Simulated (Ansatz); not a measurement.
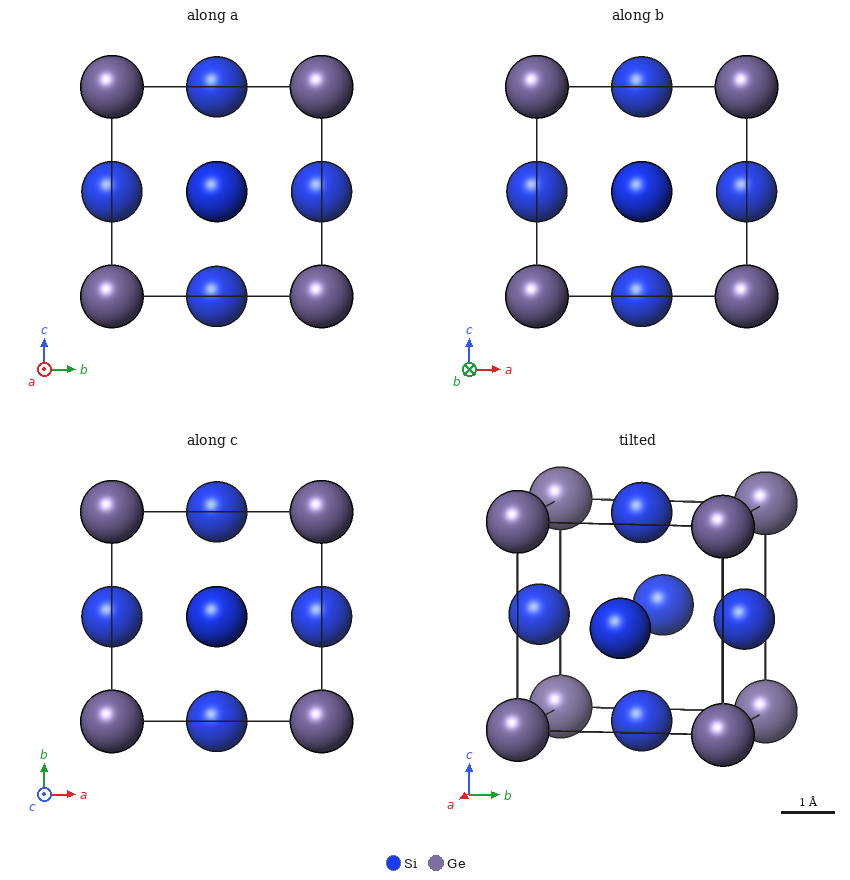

Spheres-only drawing of the structure, looking along the a axis, along the b axis, along the c axis and slightly off an axis. The parallelepiped is the conventional unit cell.

Lattice parameters: a = 3.957 Å, b = 3.957 Å, c = 3.957 Å, α = 90.00°, β = 90.00°, γ = 90.00°.

**Give the structure in the form of a table of Wyckoff sites.**

Space group Pm-3m (No. 221).
```tsv
atom	site	x	y	z
Si	3c	0.0000	0.5000	0.5000
Ge	1a	0.0000	0.0000	0.0000
```

Starting structure: a structure type filled with these elements by a generator (whether the compound takes this form wasn't checked). Relaxation method: DFT r2SCAN, scalar-relativistic, plane waves, PAW in Ansatz 0.2.0.
